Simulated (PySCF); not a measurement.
Al(Me)(Vi)2, SMILES C=[CH][Al]([CH3])[CH]=C (C5H9Al) at its GFN2-xTB optimised geometry (Å):

```
15

Al    -0.8086     0.7511     0.0000
C     -1.8112     2.4722     0.0000
H     -2.8928     2.3000    -0.0451
H     -1.5614     3.1134    -0.8526
H     -1.6295     3.0747     0.8969
C     -1.7717    -0.9863     0.0009
C     -1.1060    -2.1419     0.0123
H     -2.8636    -1.0519    -0.0064
H     -1.5867    -3.1134     0.0143
H     -0.0244    -2.1648     0.0203
C      1.1782     0.7511     0.0000
C      1.8138     1.9237     0.0199
H      1.8059    -0.1420    -0.0149
H      2.8928     2.0255     0.0217
H      1.2639     2.8561     0.0357
```

Calculation: PBE0/def2-TZVP run with PySCF 2.14.0. Cells within 0.4 Å of a nucleus heavier than hydrogen are left out (blank, or x).

Map of the Laplacian of the electron density (e/bohr⁵), clipped to [-1.50, 1.50] on the plane z = 0.0 Å:

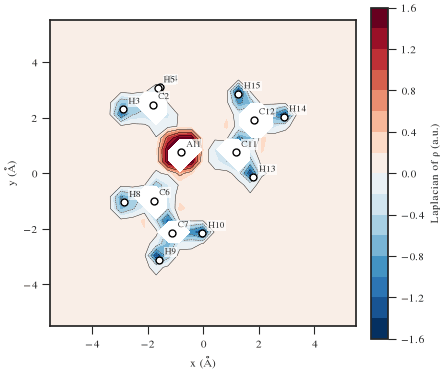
Fig. 1. Laplacian of the electron density (e/bohr⁵), clipped to [-1.50, 1.50] on the plane z = 0.0 Å.
